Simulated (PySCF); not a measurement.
C$_{2}$H$_{10}$GeNP

```yaml
atoms:
  - { symbol: C, position_ang: [-1.6565, -0.4934, -0.4143] }
  - { symbol: N, position_ang: [-0.5043, 0.3421, -0.6332] }
  - { symbol: C, position_ang: [-0.7662, 1.7501, -0.4937] }
  - { symbol: Ge, position_ang: [1.1314, -0.3202, -0.1105] }
  - { symbol: P, position_ang: [2.7241, 1.2029, -0.8491] }
  - { symbol: H, position_ang: [-2.0636, -0.4395, 0.6192] }
  - { symbol: H, position_ang: [-2.4749, -0.2064, -1.1002] }
  - { symbol: H, position_ang: [-1.4161, -1.5489, -0.6213] }
  - { symbol: H, position_ang: [-1.0603, 2.0593, 0.5333] }
  - { symbol: H, position_ang: [-1.5874, 2.0537, -1.1692] }
  - { symbol: H, position_ang: [0.1175, 2.3416, -0.7838] }
  - { symbol: H, position_ang: [1.2213, -0.5499, 1.4242] }
  - { symbol: H, position_ang: [1.3153, -1.6721, -0.8263] }
  - { symbol: H, position_ang: [3.8049, 0.3120, -0.5617] }
  - { symbol: H, position_ang: [2.8322, 1.8608, 0.4151] }
```

Geometry: PBE0-D3(BJ)/def2-SVP.

The calculation used CAM-B3LYP/def2-SVPD, SCF density, gas phase in PySCF 2.14.0.

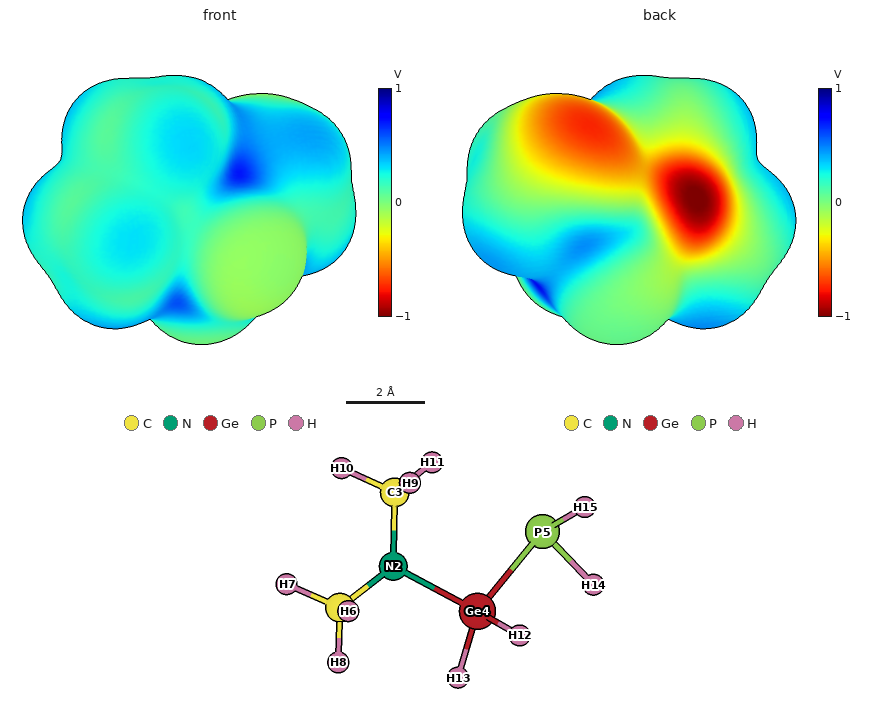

Figure 1. The molecular electrostatic potential painted on the density surface at 0.001 e/bohr³, seen from the front and from behind; the colour scale runs from red (negative) to blue (positive). The bare structure is drawn below in the same view.

Question: Where is the surface potential most negative and most positive?

Answer: The most negative region (about −1.0 V) lies over N2, the most positive (about +0.7 V) over Ge4.

Question: What dipole moment does the calculation give?

Answer: Its dipole moment is 0.88 D.

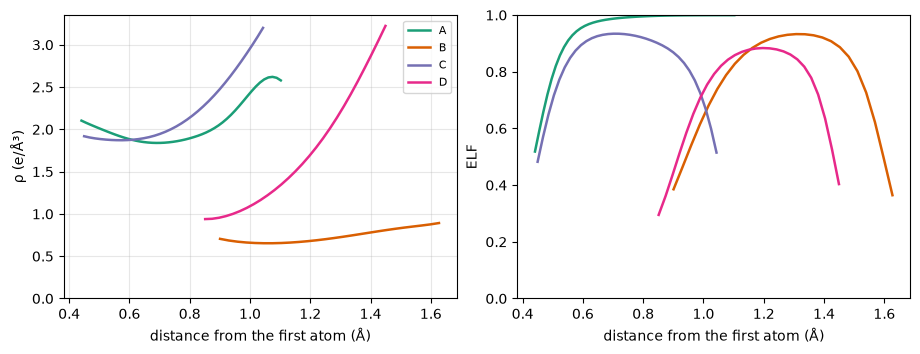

Figure 2. Total electron density and ELF along straight lines between neighbouring atoms. The curves leave out the atomic cores.

Question: Which curve belongs to which contact (C–H, C–N, Ge–N and Ge–P)? The first atom named is at distance zero.

Answer: Curve A: C–H (1.10 Å): the density is about 1.9 e/Å³ at the midpoint; the ELF climbs to about 1 towards the hydrogen, as it does in any bond to H: an ordinary covalent bond to hydrogen. Curve B: Ge–P (2.32 Å): ρ at the midpoint is about 0.67 e/Å³; the ELF peaks at about 0.95 between the atoms (a shared electron pair). Curve C: C–N (1.44 Å): ρ at the midpoint is about 2 e/Å³; the ELF peaks at about 0.95 between the atoms: a covalent bond. Curve D: Ge–N (1.84 Å): ρ at the midpoint is about 0.97 e/Å³; the ELF peaks at about 0.90 in the valence shell of N, 0.6 Å from its nucleus, and is about 0.50 at the midpoint.
